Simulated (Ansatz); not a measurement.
**Molecular dynamics, with input and output: AlNH4ClF (part 3 of 3)**

The same run, continued: AlNH4ClF; RKS r2SCAN-D4/def2-SVP (Ansatz 0.2.0). It belongs to a series of runs on one base structure; here: dynamics from the highest image of the converged band.

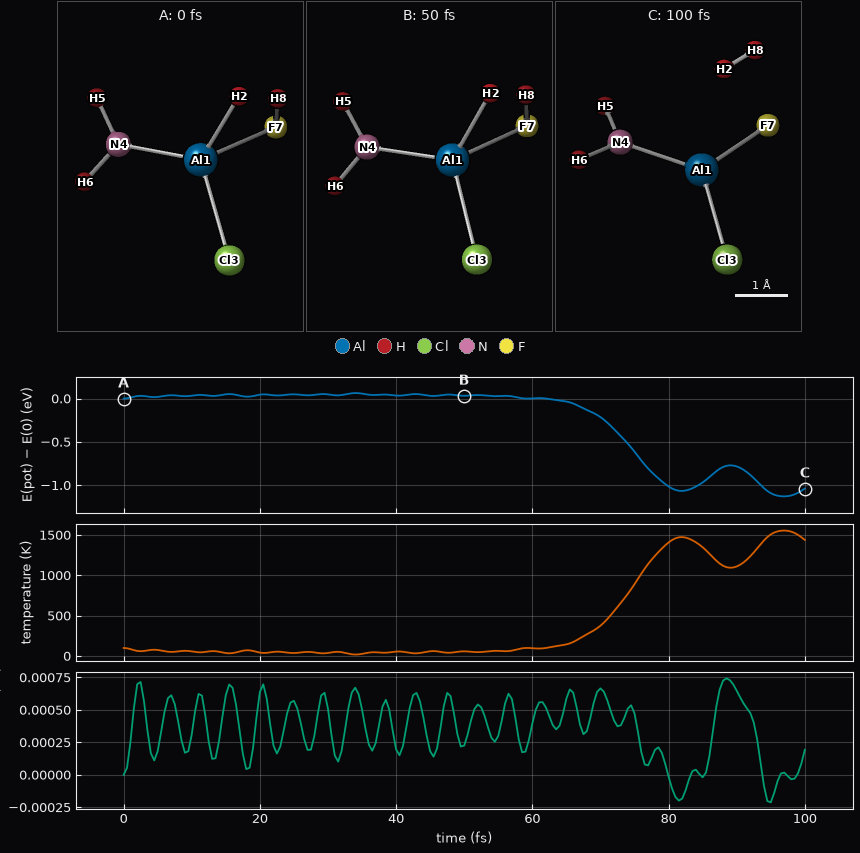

*Frames of the molecular dynamics (ball-and-stick, seen at a tilt) above the curves, on which the letters mark them.*

The trajectory kept here has 201 frames over 100 fs. The temperature starts at 100 K, ranges from 18 to 1555 K and averages 772 K over the second half. The potential energy ends 1.038 eV below its first value. The conserved quantity stays within 0.00095 eV. After an unweighted best fit of the last frame on the first, the root-mean-square displacement is 0.93 Å, and H8 has moved furthest (1.51 Å).

```
Total energy: -23383.00101189 eV, -859.3094376195 hartree
Atom 0 at    -0.028748     0.542982    -0.231094 Å, force     0.620235     2.189659     1.932239 eV/Å
Atom 1 at     0.214013    -1.707171     2.323550 Å, force     0.005624     0.102799     0.102424 eV/Å
Atom 2 at     1.778922     0.094450    -1.063160 Å, force     0.860108    -0.358759    -0.358717 eV/Å
Atom 3 at    -1.509442    -0.099994    -0.758927 Å, force    -1.262731    -1.478519    -0.981603 eV/Å
Atom 4 at    -2.424473     0.283803    -0.556130 Å, force    -0.115595    -0.098949     0.065837 eV/Å
Atom 5 at    -1.586495    -0.967993    -1.317732 Å, force    -0.079712     0.793701     0.381018 eV/Å
Atom 6 at    -0.035190     1.781032     0.958887 Å, force    -0.019822    -1.080269    -0.987473 eV/Å
Atom 7 at     0.259284    -1.172350     2.866392 Å, force    -0.008108    -0.069664    -0.153727 eV/Å
Dipole moment:    -0.469905    -0.376794    -0.185195 e Å
```

Trajectory as extended XYZ (Å, eV, eV/Å), 12 of the 201 frames kept, from step=0 to step=200
```
8
Properties=species:S:1:pos:R:3:forces:R:3 step=0 time_fs=0.0 energy=-23381.96303 temperature=100.0
Al   -0.0352    0.1888   -0.0431    0.0012   0.0051   0.0011
H     0.0104   -0.2598    1.5434   -0.0002  -0.0010   0.0006
Cl    1.7846    0.1507   -1.1082   -0.0003   0.0006   0.0006
N    -1.5590   -0.0116   -0.9076   -0.0047  -0.0014   0.0007
H    -2.4680   -0.1579   -0.4809    0.0008  -0.0009  -0.0019
H    -1.6473   -0.0288   -1.9187    0.0012   0.0003   0.0011
F     0.0274    1.8886    1.0181    0.0029   0.0078  -0.0112
H     0.0492    1.1282    1.6740   -0.0008  -0.0103   0.0090
8
Properties=species:S:1:pos:R:3:forces:R:3 step=18 time_fs=9.0 energy=-23381.93550 temperature=64.7
Al   -0.0298    0.2054   -0.0313   -0.4877  -0.0806  -0.3565
H    -0.0015   -0.2818    1.5319    0.0048   0.1271   0.1961
Cl    1.7799    0.1437   -1.1154   -0.0178   0.0451   0.0397
N    -1.5596   -0.0307   -0.9194    0.3980   0.1257   0.0576
H    -2.4897   -0.2438   -0.5698    0.1396   0.0434   0.0457
H    -1.5859    0.0556   -1.9334   -0.0565  -0.0496   0.0777
F     0.0292    1.8946    1.0282   -0.0279  -0.5865   0.4268
H     0.0170    1.1089    1.6990    0.0475   0.3753  -0.4870
8
Properties=species:S:1:pos:R:3:forces:R:3 step=36 time_fs=18.0 energy=-23381.94090 temperature=71.5
Al   -0.0363    0.2165   -0.0281   -0.0809  -0.1852   0.0673
H    -0.0114   -0.2331    1.5801   -0.0062   0.0066  -0.1452
Cl    1.7746    0.1377   -1.1217   -0.0822   0.0779   0.1219
N    -1.5380   -0.0425   -0.9279    0.0141   0.1118  -0.1156
H    -2.4636   -0.3108   -0.6021    0.1809   0.0816   0.0439
H    -1.5630    0.1091   -1.9359   -0.0435  -0.0951   0.1263
F     0.0302    1.8958    1.0410   -0.0124   0.0693  -0.0536
H     0.0166    1.1271    1.6994    0.0302  -0.0669  -0.0450
8
Properties=species:S:1:pos:R:3:forces:R:3 step=55 time_fs=27.5 energy=-23381.92410 temperature=50.1
Al   -0.0447    0.2236   -0.0250    0.5676  -0.0720  -0.0706
H    -0.0247   -0.1984    1.5779    0.0066  -0.1659  -0.0651
Cl    1.7672    0.1333   -1.1255   -0.0837   0.0932   0.1941
N    -1.5080   -0.0480   -0.9382   -0.2629   0.1051  -0.4305
H    -2.3998   -0.3448   -0.5698   -0.2353  -0.0124   0.0603
H    -1.5769    0.1046   -1.9457    0.0079  -0.1126   0.2620
F     0.0309    1.8994    1.0523    0.0195   0.5262  -0.4889
H     0.0358    1.1039    1.6597   -0.0199  -0.3616   0.5386
8
Properties=species:S:1:pos:R:3:forces:R:3 step=73 time_fs=36.5 energy=-23381.92146 temperature=46.6
Al   -0.0383    0.2316   -0.0238    0.2965   0.1824  -0.1510
H    -0.0290   -0.2423    1.5810    0.0199   0.2260  -0.0327
Cl    1.7587    0.1310   -1.1248    0.1019   0.0702   0.1405
N    -1.4997   -0.0525   -0.9508   -0.2985   0.0336  -0.2167
H    -2.3803   -0.3403   -0.5427   -0.1784   0.0165  -0.0167
H    -1.5987    0.0427   -1.9644    0.0999  -0.0710   0.3715
F     0.0321    1.9042    1.0566    0.0059  -0.7755   0.1899
H     0.0343    1.0443    1.6846   -0.0472   0.3178  -0.2849
8
Properties=species:S:1:pos:R:3:forces:R:3 step=91 time_fs=45.5 energy=-23381.93300 temperature=61.5
Al   -0.0249    0.2417   -0.0281   -0.4692  -0.0315  -0.3392
H    -0.0237   -0.1924    1.5569   -0.0207  -0.1958   0.2381
Cl    1.7525    0.1304   -1.1213    0.3718   0.0634  -0.0538
N    -1.5096   -0.0577   -0.9539    0.0450   0.0831  -0.1164
H    -2.4114   -0.2976   -0.5544   -0.0211   0.0448  -0.0215
H    -1.5776   -0.0485   -1.9772    0.0935  -0.0127   0.4803
F     0.0336    1.8930    1.0606   -0.0399   0.0963  -0.1047
H     0.0056    1.0779    1.6942    0.0405  -0.0475  -0.0828
8
Properties=species:S:1:pos:R:3:forces:R:3 step=109 time_fs=54.5 energy=-23381.93532 temperature=64.6
Al   -0.0236    0.2507   -0.0387   -0.5688  -0.1390   0.3961
H    -0.0284   -0.2130    1.6195    0.0229   0.1707  -0.3731
Cl    1.7541    0.1311   -1.1188    0.3955   0.0260  -0.1062
N    -1.5171   -0.0589   -0.9405    0.1165   0.0350  -0.3334
H    -2.4536   -0.2193   -0.5798    0.0972   0.0420  -0.0290
H    -1.5127   -0.1484   -1.9647   -0.0498   0.0413   0.5463
F     0.0335    1.8837    1.0594   -0.0474   0.1715  -0.3480
H     0.0041    1.0491    1.6763    0.0338  -0.3474   0.2472
8
Properties=species:S:1:pos:R:3:forces:R:3 step=127 time_fs=63.5 energy=-23381.98040 temperature=122.9
Al   -0.0367    0.2608   -0.0419    0.1945   1.1266  -0.0786
H    -0.0150   -0.1669    1.5684    0.0709  -0.2379   0.5963
Cl    1.7637    0.1321   -1.1180    0.0755  -0.0896   0.0859
N    -1.5168   -0.0563   -0.9196   -0.2897  -0.2200  -0.6301
H    -2.4786   -0.1157   -0.5961    0.1387   0.0275  -0.0150
H    -1.4741   -0.2529   -1.9294   -0.0949   0.0897   0.5759
F     0.0312    1.8724    1.0495   -0.0742  -0.5641  -0.4361
H     0.0291    0.8707    1.6633   -0.0208  -0.1322  -0.0982
8
Properties=species:S:1:pos:R:3:forces:R:3 step=145 time_fs=72.5 energy=-23382.35655 temperature=607.9
Al   -0.0454    0.3031   -0.0434    0.6164   2.6047   0.3926
H     0.0417   -0.2783    1.7740   -0.0033  -0.5887  -0.0488
Cl    1.7750    0.1311   -1.1153   -0.2297  -0.2657   0.3200
N    -1.5245   -0.0590   -0.9026   -0.2912  -0.4147  -0.4412
H    -2.4898    0.0053   -0.5873    0.1621  -0.0029  -0.0645
H    -1.4860   -0.3771   -1.8825   -0.0809   0.1112   0.6533
F     0.0252    1.8399    1.0162   -0.2257  -1.2897  -1.3771
H     0.0516    0.5424    1.7382    0.0524  -0.1542   0.5658
8
Properties=species:S:1:pos:R:3:forces:R:3 step=164 time_fs=82.0 energy=-23383.02886 temperature=1474.0
Al   -0.0390    0.4191   -0.0382   -0.0754   0.0404  -1.5737
H     0.1072   -0.7387    2.0113   -0.0082  -0.2060  -0.1205
Cl    1.7817    0.1240   -1.1051   -0.3385  -0.2611   0.4131
N    -1.5380   -0.0733   -0.8767    0.6392  -0.3448  -0.1457
H    -2.4833    0.1375   -0.5816   -0.1025  -0.0147   0.0103
H    -1.5419   -0.5716   -1.7837    0.0197   0.3293   0.8155
F     0.0097    1.7547    0.9308   -0.1597   0.3949   0.6100
H     0.1062    0.0112    2.1495    0.0254   0.0620  -0.0092
8
Properties=species:S:1:pos:R:3:forces:R:3 step=182 time_fs=91.0 energy=-23382.78434 temperature=1159.7
Al   -0.0335    0.5218   -0.0863   -0.1091  -4.0332  -4.4349
H     0.1627   -1.2423    2.1741   -0.0066  -0.0015  -0.0412
Cl    1.7810    0.1116   -1.0865   -0.1345  -0.1862   0.2603
N    -1.5259   -0.0853   -0.8242    0.2118  -0.5263  -0.3140
H    -2.4580    0.2360   -0.5850   -0.0421  -0.0549   0.0520
H    -1.5819   -0.7879   -1.5836    0.1161   0.6132   0.7004
F    -0.0116    1.7052    0.8855   -0.0450   4.1255   3.8484
H     0.1794   -0.5796    2.5459    0.0094   0.0633  -0.0710
8
Properties=species:S:1:pos:R:3:forces:R:3 step=200 time_fs=100.0 energy=-23383.00100 temperature=1438.6
Al   -0.0287    0.5430   -0.2311    0.6202   2.1897   1.9322
H     0.2140   -1.7072    2.3236    0.0056   0.1028   0.1024
Cl    1.7789    0.0945   -1.0632    0.8601  -0.3588  -0.3587
N    -1.5094   -0.1000   -0.7589   -1.2627  -1.4785  -0.9816
H    -2.4245    0.2838   -0.5561   -0.1156  -0.0989   0.0658
H    -1.5865   -0.9680   -1.3177   -0.0797   0.7937   0.3810
F    -0.0352    1.7810    0.9589   -0.0198  -1.0803  -0.9875
H     0.2593   -1.1724    2.8664   -0.0081  -0.0697  -0.1537
```

This output came from the following input.

Input
```yaml
crystal:
  periodic: [false, false, false]
  atoms:
    - { symbol: Al, position_ang: [-0.035241, 0.188796, -0.043074] }
    - { symbol: H, position_ang: [0.010433, -0.25983, 1.543403] }
    - { symbol: Cl, position_ang: [1.784649, 0.150715, -1.108232] }
    - { symbol: "N", position_ang: [-1.559044, -0.01158, -0.907624] }
    - { symbol: H, position_ang: [-2.468015, -0.157927, -0.480933] }
    - { symbol: H, position_ang: [-1.647268, -0.028815, -1.918685] }
    - { symbol: F, position_ang: [0.027398, 1.888628, 1.018146] }
    - { symbol: H, position_ang: [0.049186, 1.128214, 1.673999] }
basis:
  gaussian: { orbitals: def2-SVP }
hamiltonian:
  xc: r2scan
  dispersion: d4
md:
  timestep: 0.5
  n_steps: 200
  ensemble: nve
  temperature: 100.0
  initial_velocities: maxwell_boltzmann
  seed: 3167
```

Launch command:
```bash
ansatz run input.yaml --threads 2 --pin off --max-ram 3072MiB --backend cpu --events-out ev --progress --plain --runs-dir out
```

Summary

- outcome: finished
- mean temperature over the second half: 772 K
- trajectory: 200 steps, 100 fs
- ensemble: nve
- temperature in the input: 100.0 K
- time step: 0.5 fs
- potential energy (last step): −23383.0010 eV
- mean-field energy (last step): −23382.9672 eV
- largest force (length of the vector) (last step): 2.985 eV/Å
- hardware: 2 threads of Arm Neoverse V1, 24 GiB of memory available, shared host
- wall time: 9 min (CPU time 18 min)
- peak memory: 0.14 GiB

Notes

So short a trajectory is not equilibrated.
